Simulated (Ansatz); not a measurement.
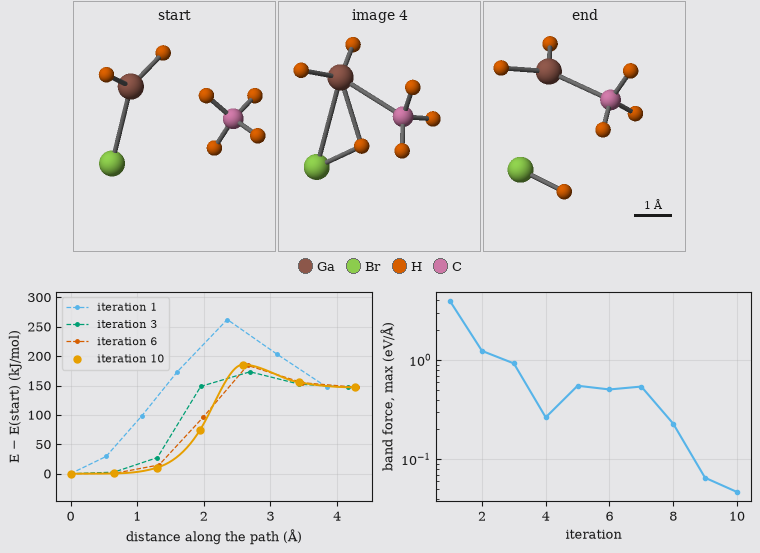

A nudged-elastic-band calculation for CH6BrGa, made up of GaH$_{2}$Br and CH$_{4}$. Images are numbered from 0 (start) to 6 (end). The plot follows the band through its iterations. Style: ball-and-stick. Shown at a tilt.

All numbers below come from RKS B3LYP-D4/def2-SVP (Ansatz 0.2.0). Settings: 5 movable images; climbing image; force threshold 0.05 eV/Å; iteration limit 60; starting path through a guess of the saddle point.

### How did the profile develop, and is the result final?

The result is final at these settings. The band converged in 10 iterations. The largest component of the band force went from 3.9 to 0.047 eV/Å. The climbing image converged on the top of the path. Its vibrational analysis gives one imaginary mode (806i cm⁻¹), as a transition state must have. The first iteration put the highest image at 262.2 kJ/mol. Forward barrier 185.5 kJ/mol, backward barrier 38.5 kJ/mol, with image 4 at the top; the reaction energy is +146.9 kJ/mol.

Limits of the set-up: the start holds two separate molecules, 2.8 Å apart at their closest, whose relative position is a soft coordinate.

The run took 2.4 min on 2 threads of Arm Neoverse V2 (shared host), peak memory 0.28 GiB.
